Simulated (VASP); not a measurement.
Band structure of BeTe (relaxed from the CsCl type structure, space group Pm-3m). Calculation: PBEsol GGA, VASP's PBE PAW potentials (set 64) (plane waves; VASP).

Unless said otherwise, spin-orbit coupling is left out, though it shifts the bands of the heavy elements here.

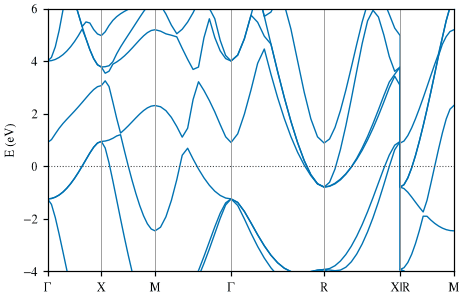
Bands along high-symmetry lines, zero at the valence-band maximum or, without a gap, the Fermi level

### Question
Read the plot: is there a gap, and where are the band edges?

### Answer
It has no gap at this level: it comes out as a metal or semimetal. (Edges off the drawn lines would not show.)

The structure was generated: BeTe was put into the CsCl type type (Pm-3m), which need not be its known phase. It was relaxed first, which changed the volume by +30 %.
